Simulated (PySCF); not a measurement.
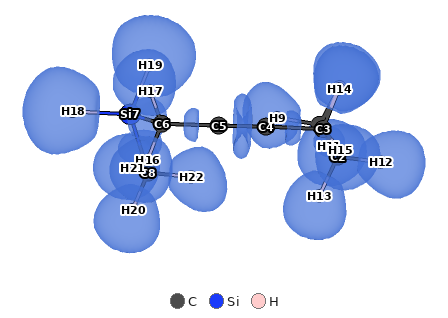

Figure 1: C₇H₁₄Si. Isosurface of the ELF at 0.85 (blue), seen from one side. Core shells and regions of very low density are left out.

Geometry: GFN2-xTB.

These are results of PBE0/pcSseg-1, SCF density, gas phase, non-relativistic (PySCF 2.14.0), not measurements.

```xyz
22

C    -1.9785    0.8952   -1.3367
C    -1.5729    2.0553   -0.4364
C    -1.5161    1.6299    1.0358
C    -0.4637    0.6547    1.2555
C     0.4193   -0.1445    1.3953
C     1.4692   -1.1258    1.5399
Si    1.5925   -2.2403   -0.0130
C     2.0165   -1.1701   -1.5209
H    -1.2939    0.0596   -1.2044
H    -2.9826    0.5546   -1.0902
H    -1.9640    1.1969   -2.3818
H    -2.2905    2.8722   -0.5456
H    -0.5906    2.4276   -0.7378
H    -2.4755    1.1915    1.3281
H    -1.3358    2.5049    1.6684
H     2.4177   -0.6104    1.7121
H     1.2674   -1.7365    2.4228
H     2.6525   -3.2303    0.2268
H     0.3081   -2.9214   -0.2184
H     2.9839   -0.6875   -1.4086
H     2.0503   -1.7683   -2.4268
H     1.2764   -0.3880   -1.6679
```

### What do the ELF domains correspond to?

The ELF exceeds this value in five regions between bonded C–C atoms (shared pairs), two regions between bonded C–Si atoms (shared pairs) and 14 regions around hydrogen nuclei. Profiles from the grid: C–C (1.20 Å): the ELF peaks at about 0.80 between the atoms; a multiple bond. C–Si (1.90 Å): the ELF peaks at about 0.95 between the atoms, as expected for localised, covalent bonding.
